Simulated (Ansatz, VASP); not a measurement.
# LaBi: VASP beside Ansatz

Wanted: the spread between two codes on one cell, functional and k mesh. The cell is taken from a series of VASP runs on this material, whose earlier steps may have relaxed, scaled or displaced it; both programs get it as it stands. Valence electrons are named where the data sets of a main pair hold unlike numbers.

Main program and level: Ansatz 0.2.0; plane waves, with VASP 6.6.1 beside it; band structure at r2SCAN with rVV10 and band structure at r2SCAN with rVV10, spin-orbit coupling.

## 1. Set-up

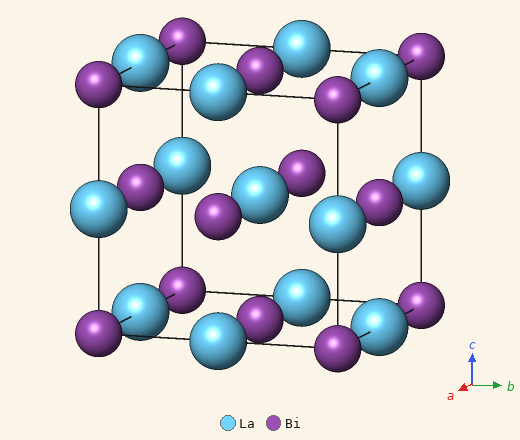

Start, viewed slightly off an axis; lanthanum blue, bismuth purple. This picture shows the conventional cell, with its axes. Some periodic images of atoms are drawn too.

Structure file:

```xyz
2
Lattice="0.0000 3.3143 3.3143 3.3143 0.0000 3.3143 3.3143 3.3143 0.0000" Properties=species:S:1:pos:R:3 pbc="T T T"
La    3.3143    3.3143    3.3143
Bi    0.0000    0.0000    0.0000
```

## 2. VASP: band structure, r2SCAN with rVV10

With cell and atoms fixed, the geometry can't cause a difference; cores, projectors, grids and the points listed under the comparison can.

Lines of VASP's logs that name or quote its potential files are left out, and so is its time.

Input file INCAR:

```
SYSTEM = LaBi
PREC = Accurate
ENCUT = 400
EDIFF = 1E-06
NELM = 100
ISMEAR = 1
SIGMA = 0.2
LREAL = .FALSE.
ALGO = Normal
METAGGA = R2SCAN
LUSE_VDW = .TRUE.
IVDW_NL = 2
BPARAM = 11.95
CPARAM = 0.0093
LASPH = .TRUE.
NBANDS = 25
LORBIT = 11
LWAVE = .FALSE.
LCHARG = .FALSE.
KPAR = 2
```

Input file POSCAR:

```
LaBi
1.0
    0.0000000000      3.3142793947      3.3142793947
    3.3142793947      0.0000000000      3.3142793947
    3.3142793947      3.3142793947      0.0000000000
La Bi
1 1
Direct
    0.5000000000      0.5000000000      0.5000000000
    0.0000000000      0.0000000000      0.0000000000
```

Input file KPOINTS:

```
Automatic mesh
0
Gamma
6 6 6
0 0 0
```

Input file KPOINTS_OPT:

```
Line mode
16
Line-mode
Reciprocal
  0.00000000   0.00000000   0.00000000 GAMMA
  0.50000000   0.00000000   0.50000000 X

  0.50000000   0.00000000   0.50000000 X
  0.50000000   0.25000000   0.75000000 W

  0.50000000   0.25000000   0.75000000 W
  0.37500000   0.37500000   0.75000000 K

  0.37500000   0.37500000   0.75000000 K
  0.00000000   0.00000000   0.00000000 GAMMA

  0.00000000   0.00000000   0.00000000 GAMMA
  0.50000000   0.50000000   0.50000000 L

  0.50000000   0.50000000   0.50000000 L
  0.62500000   0.25000000   0.62500000 U

  0.62500000   0.25000000   0.62500000 U
  0.50000000   0.25000000   0.75000000 W

  0.50000000   0.25000000   0.75000000 W
  0.50000000   0.50000000   0.50000000 L

  0.50000000   0.50000000   0.50000000 L
  0.37500000   0.37500000   0.75000000 K

  0.62500000   0.25000000   0.62500000 U
  0.50000000   0.00000000   0.50000000 X
```

PAW data sets: La and Bi_d (PBE family, release 64).

Launch:

```sh
> mpirun -np 2 vasp_std
```

Numbers of over 12 decimals in the logs are rounded to 6 here.

The log of the run:

```text
[banner, memory and clock lines left out]
running    2 mpi-ranks, on    1 nodes
 distrk:  each k-point on    1 cores,    2 groups
 distr:  one band on    1 cores,    1 groups

 POSCAR found type information on POSCAR LaBi
 POSCAR found :  2 types and       2 ions
|                                                                             |
|               ----> ADVICE to this user running VASP <----                  |
|                                                                             |
|     You have switched on vdW-DFT.                                           |
|     This routine was written and supplied by Jiri Klimes. We recommend      |
|     that you carefully read and cite the following publications:            |
|       J. Klimes, D.R. Bowler, A. Michelides                                 |
|          J. Phys.: Cond Matt. 22 022201 (2010)                              |
|       J. Klimes, D.R. Bowler, A. Michelides                                 |
|          Phys. Rev. B. 83, 195131 (2011)                                    |
|     and references therein.                                                 |
|                                                                             |

|                                                                             |
|               ----> ADVICE to this user running VASP <----                  |
|                                                                             |
|     You enforced a specific xc type in the INCAR file but a different       |
|     [... a line on the potential file left out ...]
|     I HOPE YOU KNOW WHAT YOU ARE DOING!                                     |
|                                                                             |

 LDA part: xc-table for (None), standard interpolation
 POSCAR, INCAR and KPOINTS ok, starting setup
 FFT: planning ... GRIDC
 FFT: planning ... GRID_SOFT
 FFT: planning ... GRID
 WAVECAR not read
 entering main loop
       N       E                     dE             d eps       ncg     rms          rms(c)
Total rVV10 correction in eV:      0.5909546    27.5306049
Total rVV10 correction in eV:      0.5909546    27.5306049
DAV:   1     0.170773741783E+03    0.17077E+03   -0.97919E+03   824   0.119E+03
DAV:   2    -0.655110677014E+02   -0.23628E+03   -0.22009E+03   864   0.289E+02
DAV:   3    -0.941393212620E+02   -0.28628E+02   -0.27937E+02   966   0.121E+02
DAV:   4    -0.967255734014E+02   -0.25863E+01   -0.25688E+01  1482   0.309E+01
DAV:   5    -0.967919097444E+02   -0.66336E-01   -0.66290E-01  1107   0.364E+00    0.339E+00
Total rVV10 correction in eV:      0.5944302    27.5306052
Total rVV10 correction in eV:      0.5944302    27.5306052
DAV:   6    -0.902243138056E+02    0.65676E+01   -0.18114E+00  1320   0.121E+01    0.186E+00
Total rVV10 correction in eV:      0.6029081    27.5306052
Total rVV10 correction in eV:      0.6029081    27.5306052
DAV:   7    -0.902454077264E+02   -0.21094E-01   -0.26523E-01  1432   0.295E+00    0.999E-01
Total rVV10 correction in eV:      0.6089959    27.5306085
Total rVV10 correction in eV:      0.6089959    27.5306085
DAV:   8    -0.902609390721E+02   -0.15531E-01   -0.30699E-02  1268   0.104E+00    0.399E-01
Total rVV10 correction in eV:      0.6118519    27.5307546
Total rVV10 correction in eV:      0.6118519    27.5307546
DAV:   9    -0.902652571347E+02   -0.43181E-02   -0.16473E-02  1349   0.125E+00    0.122E-01
Total rVV10 correction in eV:      0.6120531    27.5307876
Total rVV10 correction in eV:      0.6120531    27.5307876
DAV:  10    -0.902654076565E+02   -0.15052E-03   -0.88230E-04  1387   0.170E-01    0.981E-02
Total rVV10 correction in eV:      0.6120746    27.5308379
Total rVV10 correction in eV:      0.6120746    27.5308379
DAV:  11    -0.902653742953E+02    0.33361E-04   -0.78489E-04  1133   0.281E-01    0.464E-02
Total rVV10 correction in eV:      0.6121758    27.5308645
Total rVV10 correction in eV:      0.6121758    27.5308645
DAV:  12    -0.902654602663E+02   -0.85971E-04   -0.10808E-04  1194   0.580E-02    0.320E-02
Total rVV10 correction in eV:      0.6122250    27.5308739
Total rVV10 correction in eV:      0.6122250    27.5308739
DAV:  13    -0.902654874047E+02   -0.27138E-04   -0.20220E-05  1378   0.223E-02    0.206E-02
Total rVV10 correction in eV:      0.6122823    27.5308943
Total rVV10 correction in eV:      0.6122823    27.5308943
DAV:  14    -0.902655341366E+02   -0.46732E-04   -0.38223E-05  1182   0.331E-02    0.399E-03
Total rVV10 correction in eV:      0.6122874    27.5308983
Total rVV10 correction in eV:      0.6122874    27.5308983
DAV:  15    -0.902655424822E+02   -0.83456E-05   -0.59238E-06  1445   0.822E-03    0.279E-03
Total rVV10 correction in eV:      0.6122883    27.5309018
Total rVV10 correction in eV:      0.6122883    27.5309018
DAV:  16    -0.902655483883E+02   -0.59061E-05   -0.14013E-06   899   0.556E-03    0.998E-04
Total rVV10 correction in eV:      0.6122923    27.5309033
Total rVV10 correction in eV:      0.6122923    27.5309033
DAV:  17    -0.902655511391E+02   -0.27508E-05   -0.21851E-07   512   0.326E-03    0.328E-04
Total rVV10 correction in eV:      0.6122913    27.5309029
Total rVV10 correction in eV:      0.6122913    27.5309029
DAV:  18    -0.902655503942E+02    0.74487E-06   -0.89745E-08   461   0.259E-03
Total rVV10 correction in eV:      0.6122920    27.5309031
Total rVV10 correction in eV:      0.6122920    27.5309031
Total rVV10 correction in eV:      0.6122920    27.5309032
Total rVV10 correction in eV:      0.6122920    27.5309032
   1 F= -.90265550E+02 E0= -.90266005E+02  d E =0.136313E-02
 Start KPOINTS_OPT (optional k-point list driver)
k-point batch [1-16\160]
       N       E                     dE             ncg
DAV:   1     0.309042424797E+03   -0.50267E+04      848
DAV:   2    -0.343091057670E+04   -0.37400E+04      833
DAV:   3    -0.388435069602E+04   -0.45344E+03      952
DAV:   4    -0.391958863767E+04   -0.35238E+02     1369
DAV:   5    -0.392097725054E+04   -0.13886E+01     1209
DAV:   6    -0.392109610944E+04   -0.11886E+00     1382
DAV:   7    -0.392109845366E+04   -0.23442E-02     1154
DAV:   8    -0.392109862005E+04   -0.16638E-03     1363
DAV:   9    -0.392109862364E+04   -0.35920E-05     1045
DAV:  10    -0.392109862378E+04   -0.14395E-06      652
[...]
k-point batch [145-160\160]
       N       E                     dE             ncg
DAV:   1     0.195179400183E+03   -0.11296E+05      840
DAV:   2    -0.348915546751E+04   -0.36843E+04      872
DAV:   3    -0.393309028732E+04   -0.44393E+03      993
DAV:   4    -0.396707907208E+04   -0.33989E+02     1332
DAV:   5    -0.396845697881E+04   -0.13779E+01     1236
DAV:   6    -0.396857105166E+04   -0.11407E+00     1343
DAV:   7    -0.396857348972E+04   -0.24381E-02     1247
DAV:   8    -0.396857366550E+04   -0.17578E-03     1342
DAV:   9    -0.396857367000E+04   -0.44970E-05     1118
DAV:  10    -0.396857367021E+04   -0.21443E-06      691
```

Parts of OUTCAR (step 2):

```text
ion  position               nearest neighbor table
   1  0.500  0.500  0.500-   2 3.31   2 3.31   2 3.31   2 3.31   2 3.31   2 3.31
   2  0.000  0.000  0.000-   1 3.31   1 3.31   1 3.31   1 3.31   1 3.31   1 3.31

  LATTYP: Found a face centered cubic cell.
 ALAT       =     6.6285587894

 Subroutine GETGRP returns: Found 48 space group operations
 (whereof 48 operations were pure point group operations)

The static configuration has the point symmetry O_h .

 Found     16 irreducible k-points:

   k-points           NKPTS =     16   k-points in BZ     NKDIM =     16   number of bands    NBANDS=     25

   dimension x,y,z NGX =    32 NGY =   32 NGZ =   32
   dimension x,y,z NGXF=    64 NGYF=   64 NGZF=   64

   ENCUT  =  400.0 eV  29.40 Ry    5.42 a.u.   7.64  7.64  7.64*2*pi/ulx,y,z

   NELECT =      26.0000    total number of electrons

 k-points in reciprocal lattice and weights: Automatic mesh
   0.00000000  0.00000000  0.00000000       0.005
   0.16666667  0.00000000  0.00000000       0.037
   0.33333333  0.00000000  0.00000000       0.037
   0.50000000  0.00000000  0.00000000       0.019
   0.16666667  0.16666667  0.00000000       0.028
   0.33333333  0.16666667  0.00000000       0.111
   0.50000000  0.16666667  0.00000000       0.111
  -0.33333333  0.16666667  0.00000000       0.111
  -0.16666667  0.16666667  0.00000000       0.056
[...]
-0.33333333  0.33333333  0.16666667       0.111
  -0.33333333  0.50000000  0.16666667       0.056

 average (electrostatic) potential at core
       1-103.4768       2-109.4808

 E-fermi :   6.7052

 k-point     1 :       0.0000    0.0000    0.0000
  band No.  band energies     occupation
    ...
      6     -15.4724      2.00000
      7     -10.5359      2.00000
      8     -10.5359      2.00000
      9     -10.5359      2.00000
     10      -4.1826      2.00000
     11       6.8547      0.04954
     12       6.8547      0.04954
     13       6.8547      0.04954
     14       8.0776     -0.00000
     15       8.0776     -0.00000
    ...

 k-point     2 :       0.1667    0.0000    0.0000
  band No.  band energies     occupation
    ...
      9     -10.5260      2.00000
     10      -3.9440      2.00000
     11       5.5109      2.00000
     12       6.0883      2.00012
     13       6.0883      2.00012
     14       8.1421     -0.00000
     15       8.3488     -0.00000
     16       8.3488     -0.00000
     17       8.9275     -0.00000
     18       8.9585     -0.00000
    ...

 k-point     3 :       0.3333    0.0000    0.0000
  band No.  band energies     occupation
    ...
      9     -10.5059      2.00000
     10      -3.4349      2.00000
     11       3.9306      2.00000
     12       5.2188      2.00000
     13       5.2188      2.00000
     14       8.3854     -0.00000
     15       8.7596     -0.00000
     16       8.7596     -0.00000
     17       9.0212     -0.00000
     18       9.0212     -0.00000
    ...

  Total       -0.0045833     -0.0045833     -0.0045833      0.0000000      0.0000000     -0.0000000
  in kB       -0.1008546     -0.1008546     -0.1008546      0.0000000      0.0000000     -0.0000000
  external PRESSURE =      -0.1008546 kB  Pullay stress =       0.0000000 kB

  energy-cutoff  :      400.00
  volume of cell :       72.81
      direct lattice vectors                 reciprocal lattice vectors
     0.000000000  3.314279395  3.314279395    -0.150862357  0.150862357  0.150862357
     3.314279395  0.000000000  3.314279395     0.150862357 -0.150862357  0.150862357
     3.314279395  3.314279395  0.000000000     0.150862357  0.150862357 -0.150862357

 POSITION                                       TOTAL-FORCE (eV/Angst)
 -----------------------------------------------------------------------------------
      3.31428      3.31428      3.31428         0.000000      0.000000      0.000000
      0.00000      0.00000      0.00000        -0.000000     -0.000000      0.000000
 -----------------------------------------------------------------------------------
    total drift:                                0.000000      0.000000      0.000000

  FREE ENERGIE OF THE ION-ELECTRON SYSTEM (eV)
  ---------------------------------------------------
  free  energy   TOTEN  =       -90.2655503942 eV

  energy  without entropy=      -90.2669135274  energy(sigma->0) =      -90.26600477

 total charge
# of ion       s       p       d       f       tot
--------------------------------------------------
    1        1.987   5.672   0.642   0.112   8.414
    2        1.392   1.782   9.859   0.000  13.034
--------------------------------------------------
tot          3.380   7.454  10.501   0.112  21.447

[... 3 further parts left out ...]
```

Spin-orbit coupling is off here; with elements this heavy it splits and shifts levels by tenths of an eV or more.

(Continued in part 2 of 2.)

[Lines on the potential files, build, host, timing and source positions are cut from VASP's logs without a mark.]

[Logs are printed without paths, hosts, clocks, repeated set-up lines and the standing remarks that a program may print on its own settings, such as how far it seeks lower states.]

[Hosts, paths, dates, database ids (printed as entryN), source tags and the programs' standing remarks are cut or masked in the printed files.]
